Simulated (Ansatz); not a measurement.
**NiAuO2 (R-3m): how robust is the cRPA U?**

Wanted: the sensitivity and cost of U and J for NiAuO2 (R-3m).

Calculated with Ansatz 0.2.0; constrained RPA on LDA, plane waves, PAW.

## (1) The structure

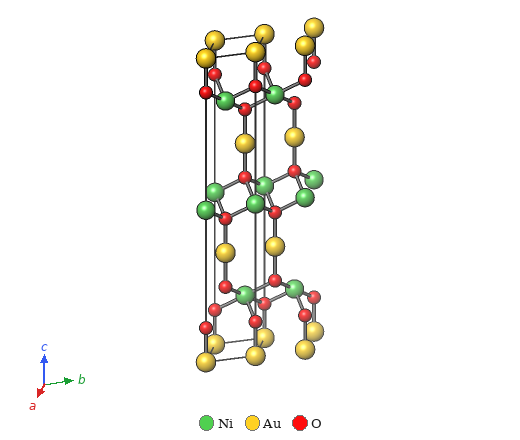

Start, viewed from a free direction; nickel green, gold yellow, oxygen red. 1×2×1 cells are drawn. This picture shows the conventional cell, with its axes. Some periodic images of atoms are drawn too.

The cell and positions are those that the Materials Project relaxed with its own functionals (PBE, PBE+U or r2SCAN), kept fixed. The program's search for lower electronic states was switched off, so nothing shows that the state found is the lowest. Spin-orbit coupling is left out unless a step names it. The default PAW set here is soft_2. Its files were made with PBE.

## (2) Base: Ni eg, bands v1 to c1, 6×6×6 mesh, medium accuracy

Constrained RPA screens the interaction with every transition except those inside the target bands, which a later many-body model would treat itself.

Contents of input.yaml:

```yaml
crystal:
  lattice:
    - [4.18083947, 4.18083947, -2.09186068]
    - [4.18083947, 2.09186068, -4.18083947]
    - [2.09186068, 4.18083947, -4.18083947]
  atoms:
    - { symbol: Ni, position: [0.5, 0.5, 0.5] }
    - { symbol: Au, position: [0.0, 0.0, 0.0] }
    - { symbol: O, position: [0.88767134, 0.88767134, 0.88767134] }
    - { symbol: O, position: [0.11232866, 0.11232866, 0.11232866] }
kpoints:
  mp_grid: { grid: [10, 10, 10] }
hamiltonian:
  xc: lda
scf:
  occupations: { method: gaussian, width: 0.08 }
  n_extra_bands: 24
  max_iter: 150
  lower_state_search: "off"
output:
  crpa:
    kmesh: [6, 6, 6]
    target_bands: [v1, c1]
    projections: [{ species: Ni, l: d, shell: 3, orbitals: [dz2, dx2-y2] }]
  local_orbitals:
    kmesh: [6, 6, 6]
    orbitals: [{ species: Ni, l: d, shell: 3, orbitals: [dz2, dx2-y2] }]
    window: { bands: [v1, c1] }
    seedname: lo
```

Command:

```bash
> ansatz run input.yaml --threads 4 --pin off --max-ram 9216MiB --backend cpu --events-out ev --progress --plain --runs-dir out
```

Numbers of over 12 decimals in the logs are rounded to 6 here.

The log of the run:

```text
scf.n_extra_bands = 24 over 25 filled bands (N_el = 49.0): the run solves 49 bands
Engine: ansatz 0.2.0, x86_64-unknown-linux-gnu
Pseudopotentials: kind: paw
Pseudopotential: Ni, paw, valence charge 18, recommended cutoff 420 eV (normal), Ni.paw.azcp
Pseudopotential: Au, paw, valence charge 19, recommended cutoff 420 eV (normal), Au.paw.azcp
Pseudopotential: O, paw, valence charge 6, recommended cutoff 420 eV (normal), O.paw.azcp
Functional definition: SPW92
  exchange = slater_x
  correlation = pw_c
Crystal: 4 atoms, lattice volume = 45.617 Å³
Basis set: ecut = 420 eV, 885 PW (Γ)
Bands: 49, of which v1, the nominal top of the filled ones, is band 25 counted from 1 (24 counted from 0)
Symmetry: 12 space group operations
Space group: R-3m (ITA 166), of the structure as read, at distance tolerance 3.6e-5 Å
k-points: 116 of 1000
Non-local potential: Ni, projectors of the file, l = 0: 3, l = 1: 2, l = 2: 3, l = 3: 1
Non-local potential: Au, projectors of the file, l = 0: 3, l = 1: 2, l = 2: 2, l = 3: 1
Non-local potential: O, projectors of the file, l = 0: 2, l = 1: 2, l = 2: 1
PAW form: soft (Blöchl's): semilocal exchange-correlation on the pseudo side does not see the compensation charge
PAW frozen core: Ni, regenerated for the run's functional, and the local potential with it (the file was generated under x = pbe(κ = 0.804, μ = 0.219515), c = pbe(β = 0.066725))
PAW frozen core: Au, regenerated for the run's functional, and the local potential with it (the file was generated under x = pbe(κ = 0.804, μ = 0.219515), c = pbe(β = 0.066725))
PAW frozen core: O, regenerated for the run's functional, and the local potential with it (the file was generated under x = pbe(κ = 0.804, μ = 0.219515), c = pbe(β = 0.066725))
PAW one-centre angular grid: Ni, 590 points (default); XC on 64 Gauss nodes
PAW one-centre angular grid: Au, 590 points (default); XC on 64 Gauss nodes
PAW one-centre angular grid: O, 110 points (default); XC on 64 Gauss nodes
Initial density: superposition of atomic densities (neutral atoms: chi_scale 0, normalization atom), corrected by the library's trained network
Initial wavefunctions: pseudopotential atomic-orbital guess
Functional: x = slater, c = lda
SCF iter   1: F=—  HF=-19746.121441 eV  |F-HF|=—  |Δ(HF+E_count)|=         —  Δρ=2.14e-2  dr2=1.75e-1  ethr=1.77e-3  ⟨swp⟩=5.2  Hψ=22539  notcnv=0  defer=1478
preconditioner: auto → LDOS  [metal: Δε(μ)=0.010 eV  Ē_g=24.563 eV  σ=0.080 eV  W_gap=0.07  n_scr=16 (ndim 8)  ℏωp=31.6 eV  f_vac=0.016  D(μ)=3.54/eV (n_scr^D=42)  β→1.0]
SCF iter   2: F=—  HF=-19746.110200 eV  |F-HF|=—  |Δ(HF+E_count)|=   1.12e-2  Δρ=2.09e-2  dr2=1.01e-1  ethr=3.57e-4  ⟨swp⟩=2.2  Hψ=9171  notcnv=0  defer=1985
[...]
SCF iter   9: F=-19746.079920 eV  HF=-19746.079920 eV  |F-HF|=1.89e-8  |Δ(HF+E_count)|=   8.74e-8  Δρ=9.51e-6  dr2=2.16e-8  ethr=2.04e-10  ⟨swp⟩=11.6  Hψ=28994  notcnv=0
SCF 1 converged in 9 iterations: F = -19746.079920 eV  dr2 = 2.16e-8
[...]
NSCF: frozen V_eff on 35 k-points
NSCF: frozen V_eff on 32 k-points
[...]
cRPA screening: q 1/216
cRPA screening: q 2/216
cRPA screening: q 8/216 (q-point 3)
cRPA screening: q 14/216 (q-point 4)
cRPA screening: q 17/216 (q-point 8)
cRPA screening: q 23/216 (q-point 9)
cRPA screening: q 35/216 (q-point 10)
cRPA screening: q 47/216 (q-point 11)
cRPA screening: q 59/216 (q-point 12)
cRPA screening: q 65/216 (q-point 15)
[...]
cRPA screening: q 198/216 (q-point 89)
cRPA screening: q 204/216 (q-point 94)
cRPA screening: q 210/216 (q-point 95)
cRPA screening: q 216/216 (q-point 130)
SCF converged after 9 iterations
Free energy (F): -19746.079920 eV
Harris-Foulkes:  -19746.079920 eV  (|F-HF|=1.89e-8)
Internal energy: -19746.068112 eV  (E = F + TS)
E sigma→0 (E₀):  -19746.074016 eV
Entropy (-TS):   -0.011808 eV (-2.952 meV/atom)
Fermi energy:    13.971990 eV
--- Per-component energies (eV) ---
  E_band       = -654.841950
  E_kinetic    = 1226.522922
  E_local      = -6788.791169  (includes V_loc(G=0)·N_el)
  E_nonlocal   = 819.674935
  E_hartree    = 2806.605821
  E_xc         = -453.133547
  E_vxc        = -566.819920  (∫ρ·V_xc dr)
  E_paw        = -11276.372130  (= ΣΔE_a)
  E_vpaw       = -958.653370  (= ΣTr[D̂ρ^β])
  E_aug_tail   = 0.006838  (compensation charges beyond the density's cutoff)
  E_ewald      = -6081.732465
  E_core_change = 1.150681  (= ΣΔE_core)
  E_smearing   = -0.011808  (= −TS)
  E_closure    = 0.000000  (closes the sum)
  Σ components = -19746.079920   (vs F -19746.079920, Δ=0.00e0)
--- Band table (eV; the first three rows and the last of 116) ---
  k-point 0: bands = [... 21 lower, 11.7920, 11.7920, 12.0369, 14.8810, 14.8810, 15.4916, 19.0524, 21.5236, ... 20 higher]
  k-point 1: bands = [... 21 lower, 11.9401, 12.0667, 12.0936, 14.6456, 14.7978, 15.6721, 19.5149, 21.7815, ... 20 higher]
  k-point 2: bands = [... 21 lower, 12.0029, 12.2536, 12.4080, 14.1920, 14.6107, 15.9921, 20.6056, 22.4708, ... 20 higher]
  k-point 115: bands = [... 21 lower, 12.2734, 12.2734, 12.5976, 14.5584, 14.5584, 16.8785, 17.8143, 21.8401, ... 20 higher]
--- cRPA (band scheme, projected local orbitals): target bands 25..26 (1-based), 2 Wannier function(s), 6×6×6 mesh, 52 bands' worth read of 57 solved, ecut_chi 136.0 eV, v(q+G=0) probe_charge, pair densities all_electron ---
  χ-basis size per q: N_G = 159..172
  window electrons = 1.0000, filled by tetrahedron_uncorrected; constrained ε̄⁻¹(q = 0, 0) head = 0.036510; min gauge Gram eig = 0.2173
  Kanamori averages over each shell's own Wannier functions (sites counted from 0, functions from 1):
    Site 0, 3D, 2 of 5 d orbitals (Wannier functions 1, 2; wannier90's mr 1, 4):
      screened: U = 1.1320 eV, U' = 0.5800 eV, J = 0.2760 eV
      screened, to within: U = 2.0e-3 eV, U' = 2.0e-3 eV, J = 3.6e-4 eV
      bare: V = 12.8449 eV, V' = 11.7159 eV, J = 0.5645 eV
  Hermiticity witness max|P − P†| over intra, direct and exchange elements: 1.78e-15 eV (screened), 2.09e-19 eV (bare)
  Reality witness max|Im| over intra, direct and exchange elements: 3.27e-19 eV (screened), 1.45e-19 eV (bare)
```

Elapsed: 24 min, on 4 threads of AMD EPYC 7571, shared host; peak memory 0.91 GiB; 89 min of CPU time.

The column dr2 measures how far the density is from self-consistency, as an energy; F and HF (Harris–Foulkes) agree once it is small.

This step gave:

- U: 1.132 eV
- U prime (inter-orbital): 0.5800 eV
- J: 0.2760 eV
- bare V: 12.84 eV
- bare J: 0.5645 eV
- stated bound on U: 0.001927 eV
- U over bare V: 0.08813
- electrons in the window: 1.0000
- head of the constrained inverse dielectric matrix: 0.03651
- least eigenvalue of the projection's overlap: 0.2173
- target functions: 2
- bands in the sums: 52
- r.m.s. miss of the model bands: 0.06304 eV
- width of the target bands: 1.765 eV
- weight of the projected orbitals in the window: 0.4924

On the Ni eg shell, screening brings the on-site interaction from 12.8 eV down to U = 1.13 eV.

## (3) Changed: 4×4×4 mesh

Edit input.yaml of step 2 so:

```diff
@@ -21,9 +21,4 @@
   crpa:
-    kmesh: [6, 6, 6]
+    kmesh: [4, 4, 4]
     target_bands: [v1, c1]
     projections: [{ species: Ni, l: d, shell: 3, orbitals: [dz2, dx2-y2] }]
-  local_orbitals:
-    kmesh: [6, 6, 6]
-    orbitals: [{ species: Ni, l: d, shell: 3, orbitals: [dz2, dx2-y2] }]
-    window: { bands: [v1, c1] }
-    seedname: lo
```

The log of the run:

```text
[...]
Crystal: 4 atoms, lattice volume = 45.617 Å³
Basis set: ecut = 420 eV, 885 PW (Γ)
Bands: 49, of which v1, the nominal top of the filled ones, is band 25 counted from 1 (24 counted from 0)
[... 1 set-up line as in the run before ...]
[...]
k-points: 116 of 1000
[...]
SCF iter   1: F=—  HF=-19746.121441 eV  |F-HF|=—  |Δ(HF+E_count)|=         —  Δρ=2.14e-2  dr2=1.75e-1  ethr=1.77e-3  ⟨swp⟩=5.2  Hψ=22539  notcnv=0  defer=1478
[...]
SCF iter   9: F=-19746.079920 eV  HF=-19746.079920 eV  |F-HF|=1.89e-8  |Δ(HF+E_count)|=   8.74e-8  Δρ=9.51e-6  dr2=2.16e-8  ethr=2.04e-10  ⟨swp⟩=11.6  Hψ=28994  notcnv=0
SCF 1 converged in 9 iterations: F = -19746.079920 eV  dr2 = 2.16e-8
[...]
NSCF: frozen V_eff on 13 k-points
[...]
cRPA screening: q 1/64
cRPA screening: q 2/64
cRPA screening: q 8/64 (q-point 3)
cRPA screening: q 11/64 (q-point 6)
cRPA screening: q 17/64 (q-point 7)
[...]
Free energy (F): -19746.079920 eV
[...]
Internal energy: -19746.068112 eV  (E = F + TS)
E sigma→0 (E₀):  -19746.074016 eV
Entropy (-TS):   -0.011808 eV (-2.952 meV/atom)
Fermi energy:    13.971990 eV
[...]
--- Band table (eV; the first three rows and the last of 116) ---
  k-point 0: bands = [... 21 lower, 11.7920, 11.7920, 12.0369, 14.8810, 14.8810, 15.4916, 19.0524, 21.5236, ... 20 higher]
  k-point 1: bands = [... 21 lower, 11.9401, 12.0667, 12.0936, 14.6456, 14.7978, 15.6721, 19.5149, 21.7815, ... 20 higher]
  k-point 2: bands = [... 21 lower, 12.0029, 12.2536, 12.4080, 14.1920, 14.6107, 15.9921, 20.6056, 22.4708, ... 20 higher]
  k-point 115: bands = [... 21 lower, 12.2734, 12.2734, 12.5976, 14.5584, 14.5584, 16.8785, 17.8143, 21.8401, ... 20 higher]
[...]
χ-basis size per q: N_G = 161..169
[...]
Site 0, 3D, 2 of 5 d orbitals (Wannier functions 1, 2; wannier90's mr 1, 4):
      screened: U = 1.0975 eV, U' = 0.5547 eV, J = 0.2714 eV
      screened, to within: U = 2.3e-3 eV, U' = 2.3e-3 eV, J = 3.6e-4 eV
      bare: V = 12.8247 eV, V' = 11.7046 eV, J = 0.5601 eV
[...]
[key lines of the parts left out:]
SCF converged after 9 iterations
```

Elapsed: 2.7 min, on 4 threads; peak memory 0.71 GiB; 10 min of CPU time.

Numbers from this step:

```
U                                                 : 1.098 eV
U prime (inter-orbital)                           : 0.5547 eV
J                                                 : 0.2714 eV
bare V                                            : 12.82 eV
bare J                                            : 0.5601 eV
stated bound on U                                 : 0.002208 eV
U over bare V                                     : 0.08558
electrons in the window                           : 1.000
head of the constrained inverse dielectric matrix : 0.03241
least eigenvalue of the projection's overlap      : 0.2173
target functions                                  : 2
bands in the sums                                 : 52
width of the target bands                         : 1.765 eV
weight of the projected orbitals in the window    : 0.4924
```

On the Ni eg shell, screening brings the on-site interaction from 12.8 eV down to U = 1.10 eV.

## (4) Changed: sums over states

Edit input.yaml of step 3 so:

```diff
@@ -21,4 +21,7 @@
   crpa:
-    kmesh: [4, 4, 4]
+    kmesh: [6, 6, 6]
     target_bands: [v1, c1]
     projections: [{ species: Ni, l: d, shell: 3, orbitals: [dz2, dx2-y2] }]
+    accuracy: sum_over_states
+    n_empty_bands: 25
+    ecut_chi: 250
```

The log of the run:

```text
[...]
Crystal: 4 atoms, lattice volume = 45.617 Å³
Basis set: ecut = 420 eV, 885 PW (Γ)
Bands: 49, of which v1, the nominal top of the filled ones, is band 25 counted from 1 (24 counted from 0)
[... 1 set-up line as in the run before ...]
[...]
k-points: 116 of 1000
[...]
χ-basis size per q: N_G = 399..426
[...]
U and J over all bands: no bound (output.crpa.accuracy: sum_over_states); those below are of the sums over the bands read on the sphere of ecut_chi, with what the atoms add
[...]
Site 0, 3D, 2 of 5 d orbitals (Wannier functions 1, 2; wannier90's mr 1, 4):
      screened: U = 1.3072 eV, U' = 0.5963 eV, J = 0.3554 eV
      bare: V = 12.8449 eV, V' = 11.7159 eV, J = 0.5645 eV
[...]
[key lines of the parts left out:]
SCF converged after 9 iterations
Free energy (F): -19746.079920 eV
Fermi energy:    13.971990 eV
```

It took 4.2 min on 4 threads; peak memory 0.72 GiB; 16 min of CPU time.

This variant gives U = 1.31 eV against 1.13 eV. It is a finite sum over empty states with no bound on its error and stays out of the table below.

## (5) Side by side

Times are wall times on 4 threads of AMD EPYC 7571, shared host, good to a factor of about two.

| run | bare V (eV) | U (eV) | J (eV) | bound on U (eV) | width (eV) | time |
| --- | --- | --- | --- | --- | --- | --- |
| target window | 12.84 | 1.132 | 0.276 | 0.0019 | 1.77 | 24 min |
| 4×4×4 mesh | 12.82 | 1.098 | 0.271 | 0.0022 | 1.77 | 2.7 min |

## (6) What came out

- target window: U 1.13 eV, J 0.28 eV
- 4×4×4 mesh: U 1.10 eV, J 0.27 eV

What this shows: 4×4×4 mesh moves U by −0.03 eV at 0.11 times the time. The printed bound covers the solver alone, not the mesh, and no denser mesh than the base was run. The parent state is non-magnetic and the interaction static (zero frequency); U depends on the window and the orbitals, so it belongs to this model alone. Spin-orbit coupling, which is strong for atoms this heavy, is left out.

[Paths, hosts, dates, memory and timing lines, banners, echoed tables and standing remarks are left out of the program output.]

[Logs are printed without paths, hosts, clocks, repeated set-up lines and the standing remarks that a program may print on its own settings, such as how far it seeks lower states.]

[Runs of the session that timed out or met a known fault of the program may be left out.]

[Hosts, paths, dates, database ids (printed as entryN), source tags and the programs' standing remarks are cut or masked in the printed files.]
